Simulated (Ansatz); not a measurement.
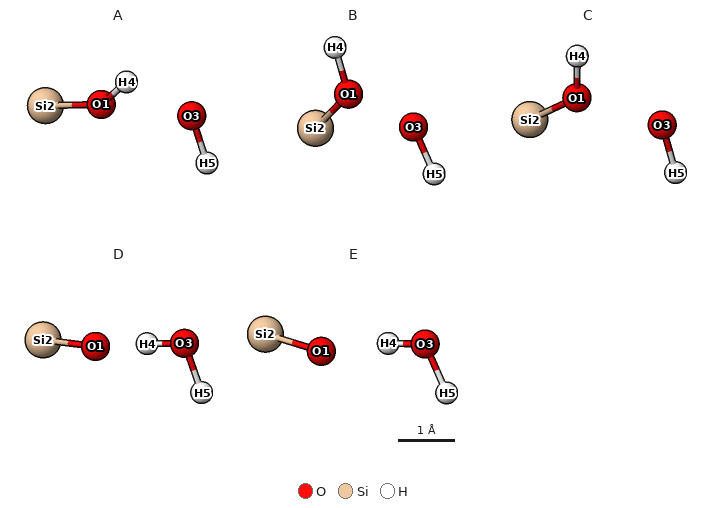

5 geometries from one relaxation of SiH$_{2}$O$_{2}$, in shuffled order. A ball-and-stick model, seen from a free direction.

It is one of the separated reactants of a reaction.

Level of theory: Ansatz, RKS PBE-D4/def2-SVP. (force threshold 0.03 eV/Å; at most 250 steps)

Put them in the order of the run, from the start to the converged end.

B, C, A, D, E. They are steps 0, 3, 6, 9, 22, at +552.3 kJ/mol, +363.5 kJ/mol, +279.0 kJ/mol, +46.0 kJ/mol relative to the last. Over 17 accepted moves (22 points after the start) the energy falls by 552.3 kJ/mol. Largest force component: 6.6 eV/Å at the start, 0.014 eV/Å at the end. The line search rejected the trial steps at points 10, 16, 17, 19, 21 of the run. The forces were under the threshold at step 15, but the run went on from there. The atom that moves furthest after the best rigid fit is H4 (1.44 Å). Largest moves by element: H 1.44 Å, Si 1.27 Å, O 0.97 Å. Near-neighbour distances that change, for instance: O1–O3 1.617 → 2.892 Å, O3–H4 2.090 → 0.982 Å, O1–H4 0.970 → 1.914 Å, O1–Si2 1.512 → 1.546 Å. New bonds form: O3–H4 (2.09 → 0.98 Å). Bonds break: O1–H4 (0.97 → 1.91 Å). The run took 15 s on 2 threads of Arm Neoverse V1, on a shared host.
